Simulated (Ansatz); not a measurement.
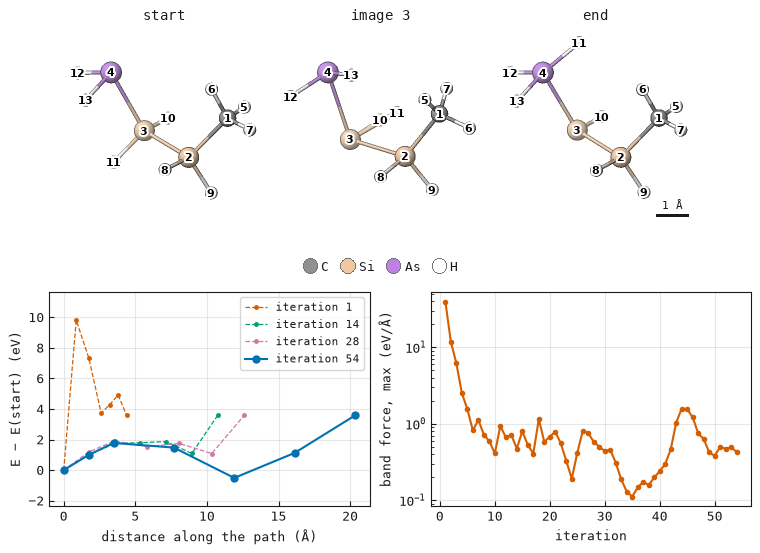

A search for the minimum-energy path of CH₉AsSi₂ by the nudged elastic band. Images are numbered from 0 (start) to 6 (end). The plot follows the band through its iterations. A ball-and-stick model, seen at a tilt.

All numbers below come from Ansatz 0.2.0, RKS revPBE-D4/def2-SVP. Settings: 5 movable images; climbing image; force threshold 0.03 eV/Å; iteration limit 54; starting path through a guess of the saddle point; end points as typed, not relaxed.

Q: Did the band converge, and can the barrier be trusted?

A: The result isn't final. The band hadn't converged when the run stopped after 54 iterations. The largest component of the band force went from 40 to 0.43 eV/Å. The end points weren't relaxed, so energies relative to them aren't barriers between minima. The first iteration put the highest image at 9.81 eV. Relative to the start the highest point is image 6 at +3.58 eV and the end lies at +3.58 eV, but the profile dips to −0.51 eV at image 4 on the way, so there may be an intermediate minimum, or an end is no minimum.

Cost: 22 min on 2 threads of Intel(R) Xeon(R) Processor @ 2.50GHz (Skylake/Cascade Lake) (shared host), peak memory 0.3 GiB.
